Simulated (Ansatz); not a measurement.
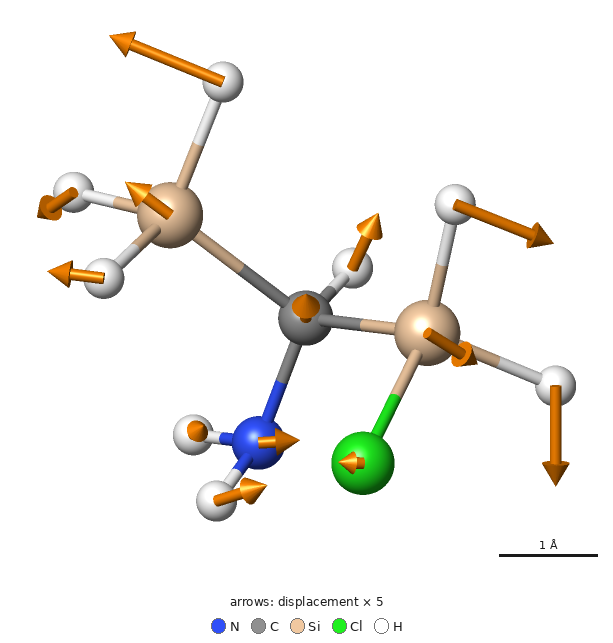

A relaxation of CH8ClNSi2 (coarse preliminary run). The starting structure is drawn; orange arrows show the displacements, magnified 5 times. The two geometries are superimposed by the best rigid fit.

A ball-and-stick model, seen at a tilt.

The start comes from a force field.

Theory: Ansatz, RKS PBE-D4/def2-SVP.

Input
```yaml
crystal:
  periodic: [false, false, false]
  atoms:
    - {symbol: N, position_ang: [-1.051000, 0.741200, -1.114400]}
    - {symbol: C, position_ang: [-0.646800, 0.108500, 0.110500]}
    - {symbol: Si, position_ang: [0.128800, -1.545600, -0.210600]}
    - {symbol: Si, position_ang: [0.700600, 1.112700, 1.063700]}
    - {symbol: Cl, position_ang: [2.111400, 1.784900, -0.194900]}
    - {symbol: H, position_ang: [-0.318900, 0.958700, -1.771800]}
    - {symbol: H, position_ang: [-1.744100, 0.203300, -1.623300]}
    - {symbol: H, position_ang: [-1.481600, -0.019700, 0.743500]}
    - {symbol: H, position_ang: [0.538100, -2.205300, 1.115000]}
    - {symbol: H, position_ang: [1.352900, -1.420600, -1.054300]}
    - {symbol: H, position_ang: [-0.818100, -2.422700, -0.884400]}
    - {symbol: H, position_ang: [1.293600, 0.336000, 2.176200]}
    - {symbol: H, position_ang: [-0.044600, 2.333900, 1.659600]}
basis:
  gaussian: {orbitals: def2-SVP}
hamiltonian: {xc: pbe, dispersion: d4}
relax: {f_tol: 0.03, max_steps: 200}
```

Launched with:
```bash
ansatz run in.yaml --threads 4 --pin off --events-out ev --progress --plain --max-ram 10444MiB
```

### Atoms of which element are displaced furthest, and by how much?

Hydrogen: up to 0.25 Å, against 0.15 Å for silicon.

### What did the optimiser do to the structure, and how much energy did it gain?

After 7 accepted moves (8 points after the start) the energy has fallen by 9.56 kcal/mol. Largest force component: 2.6 eV/Å at the start, 0.024 eV/Å at the end. The line search rejected the trial step at point 7 of the run. H9 moves most after the best rigid fit: 0.25 Å. By element the largest moves are H 0.25 Å, Si 0.15 Å, C 0.09 Å, N 0.09 Å, Cl 0.05 Å. Among the contacts that change: Si4–Cl5 2.007 → 2.095 Å, C2–Si3 1.855 → 1.917 Å, C2–H8 1.055 → 1.117 Å, Si3–H11 1.456 → 1.508 Å. Bond angles that change, for instance: Si3–C2–Si4 104.9° → 114.5°, C2–N1–H6 116.5° → 109.7°, C2–Si4–H13 105.3° → 111.9°. The run took 17 s on 4 threads of Arm Neoverse V1 (shared host).
